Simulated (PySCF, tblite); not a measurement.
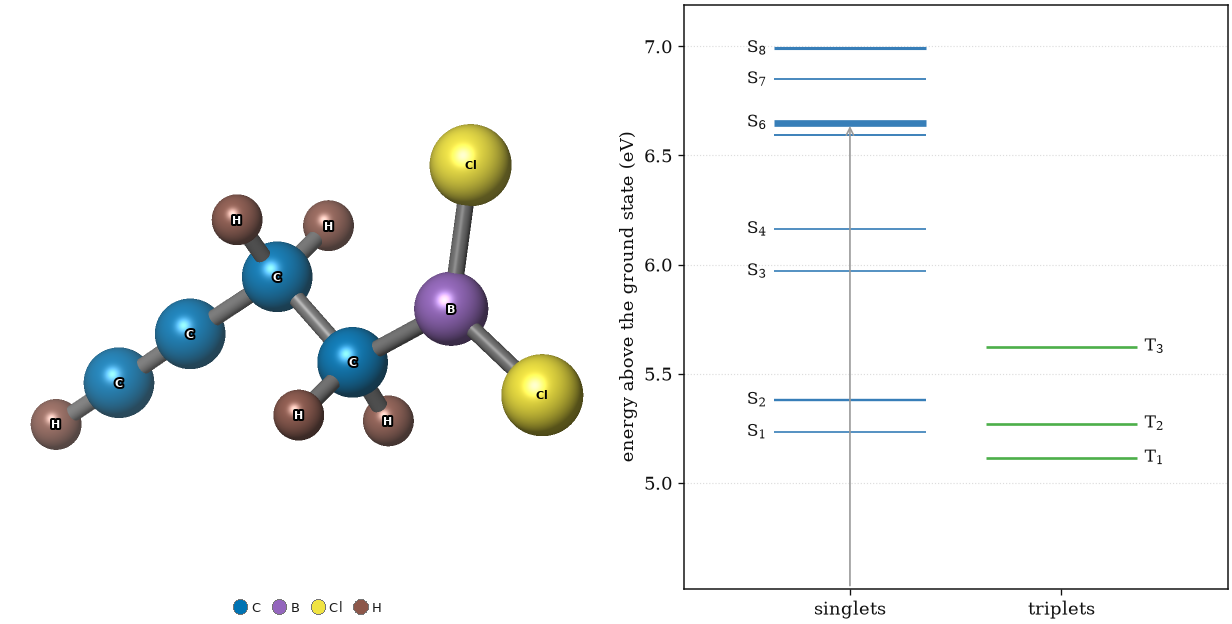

State diagram of C₄H₅BCl₂, SMILES C#CCCB(Cl)Cl. Vertical TDDFT excitations, B3LYP/def2-SVPD, PySCF 2.14.0, at a GFN2-xTB geometry (a minimum by its frequencies), gas phase. Triplets in the Tamm-Dancoff approximation; only the lowest 8 singlets and 3 triplets were computed. Thicker singlet lines are brighter; the arrow marks the brightest. S0, at zero, lies below the range drawn.

What character does the calculation give T1?

Mainly HOMO → LUMO (87 %).

What is the vertical gap between S1 and T1?

0.12 eV: S1 at 5.23 eV, T1 at 5.11 eV.

What are the energy, strength and character of the state that the arrow marks?

S6 at 6.65 eV (186 nm), f = 0.032, mainly HOMO → LUMO+1 (89 %) (S5 lies within 0.06 eV, too close to order).

Note: the tight-binding geometry is rougher than a DFT one and adds to the error; one conformer of a flexible molecule; core orbitals are frozen in the response.
